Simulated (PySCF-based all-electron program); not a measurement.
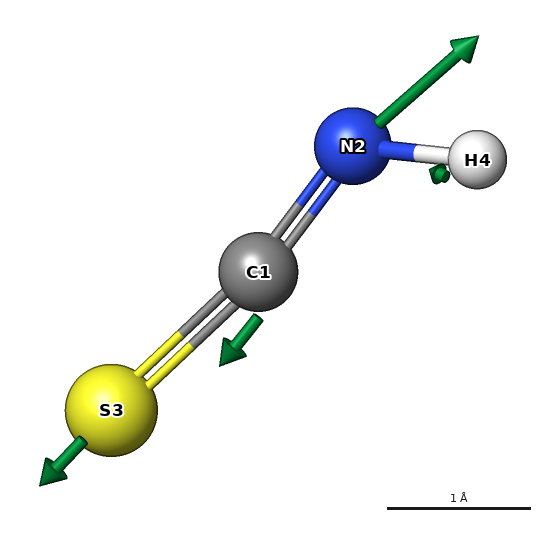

Arrows show the forces on the atoms, 0.08 Å of arrow for 1 eV/Å; forces under a tenth of the largest aren't drawn. Level of theory: PBE, all-electron, scalar-relativistic (spin-free Dirac), large uncontracted Gaussian sets (PySCF-based all-electron program).

On which atom is the force largest, and how large is it?

On N2: 12.46 eV/Å.

Which bond do the forces act along most?

C1–N2, now 1.125 Å: the forces push its atoms apart, so a first step downhill lengthens it.

List the force components in the frame of the picture (x right, y up, z towards the viewer), in eV/Å.

```json
{"atom": "C1", "Fx": "−3.48", "Fy": "−4.37", "Fz": "−1.12"}
{"atom": "N2", "Fx": "8.92", "Fy": "7.82", "Fz": "3.82"}
{"atom": "S3", "Fx": "−3.91", "Fy": "−4.12", "Fz": "−1.48"}
{"atom": "H4", "Fx": "−1.52", "Fy": "0.67", "Fz": "−1.22"}
```
